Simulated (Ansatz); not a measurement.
## Electronic structure of CH₅Al₂F (SMILES [CH3][AlH][AlH][F]) in real space

The calculation's input:

```
crystal:
  periodic: [false, false, false]
  atoms:
    - { symbol: C, position_ang: [-0.19657, 0.90072, -1.77259] }
    - { symbol: Al, position_ang: [-0.13082, -0.19274, -0.10173] }
    - { symbol: Al, position_ang: [0.58044, -0.5149, 2.26947] }
    - { symbol: F, position_ang: [1.35995, 0.03701, 3.62819] }
    - { symbol: H, position_ang: [-0.78976, 0.36578, -2.53236] }
    - { symbol: H, position_ang: [-0.67161, 1.88612, -1.65451] }
    - { symbol: H, position_ang: [0.78475, 1.09068, -2.23244] }
    - { symbol: H, position_ang: [-0.82305, -1.62375, 0.01843] }
    - { symbol: H, position_ang: [-0.11333, -1.9489, 2.37754] }
basis:
  gaussian: { orbitals: def2-SVP }
hamiltonian:
  xc: b3lyp
  dispersion: d4
relax:
  f_tol: 0.015
  max_steps: 40
output:
  orbitals: {}
```

Run with:

```sh
ansatz run input.yaml --threads 1 --pin off --max-ram 2048MiB --backend cpu --events-out ev --progress --plain --runs-dir out
```

The fields are those of the relaxed geometry.

Computed with RKS B3LYP-D4/def2-SVP (Ansatz).

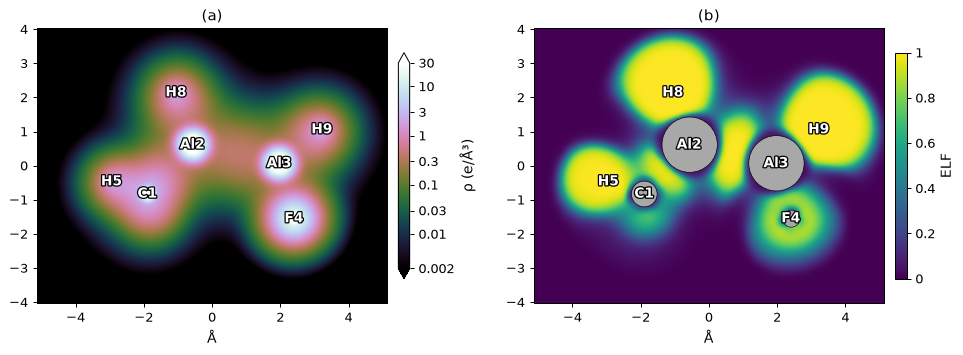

Figure 1. (a) total electron density; (b) electron localisation function on the plane of atoms Al2, Al3 and F4. Grey discs cover the atomic cores in the ELF map.

### Describe what can be read from this map.

Atoms in the plane: C, Al, F and H. Al–F (1.68 Å): the density is about 0.77 e/Å³ at the midpoint; the ELF peaks at about 0.85 in the valence shell of F, 0.5 Å from its nucleus, and is about 0.30 at the midpoint. C–Al (1.97 Å): ρ at the midpoint is about 0.71 e/Å³; the ELF peaks at about 0.95 between the atoms (a shared but strongly polarised pair). Al–Al (2.60 Å): ρ is about 0.41 e/Å³ halfway; the ELF peaks at about 1 between the atoms: a covalent bond. C–H (1.10 Å): ρ is about 1.9 e/Å³ halfway; the ELF climbs to about 1 towards the hydrogen, as it does in any bond to H; a covalent bond by its length. Al–H (1.59 Å): ρ is about 0.53 e/Å³ halfway; the ELF climbs to about 1 towards the hydrogen. The ELF also peaks beside F4, away from the bonds: lone-pair regions.

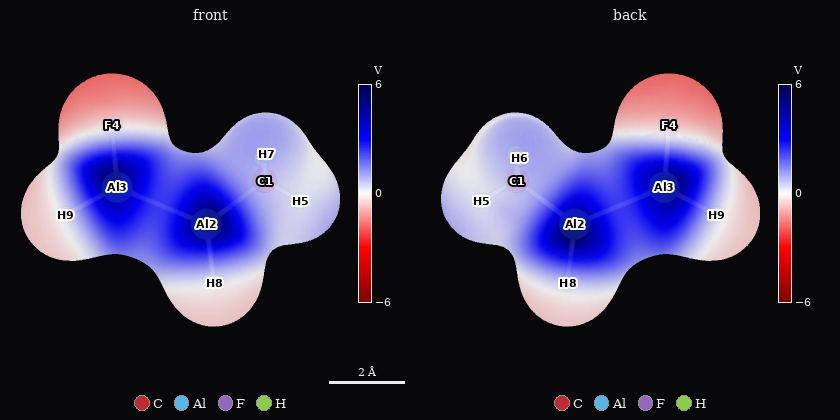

Figure 2. The electrostatic potential painted on the density surface at 0.004 e/bohr³, seen from the front and from behind; the colour scale runs from red (negative) to blue (positive).

### Where is the surface potential most negative and most positive?

The most negative region (about −1.7 V) lies over F4, the most positive (about +5.1 V) over Al2.

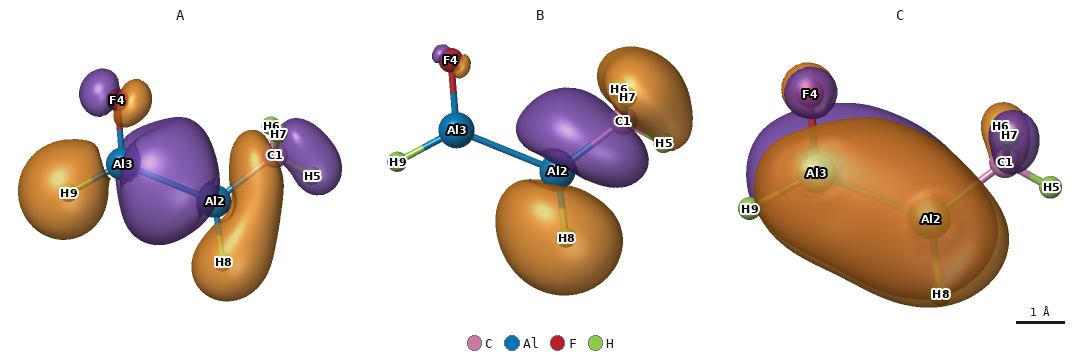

Figure 3. Three frontier orbitals at ±0.06 Å⁻³ᐟ² (orange and purple are the two phases), in no order.

### Which picture is the HOMO−1, the HOMO and the LUMO?

B is the HOMO−1 (−7.98 eV). It lies mainly on C1 (about 35 %), Al2 (about 30 %) and H8 (about 25 %). A is the HOMO (−6.72 eV). It lies mainly on Al3 (about 35 %), Al2 (about 30 %), H9 (about 15 %), C1 (about 10 %) and H8 (about 5 %). C is the LUMO (−2.70 eV). Its weight (Hirshfeld) is mainly on Al2 (about 50 %) and Al3 (about 40 %); π-bonding across Al2–Al3.

### What is the HOMO–LUMO gap?

4.02 eV between the orbital energies.
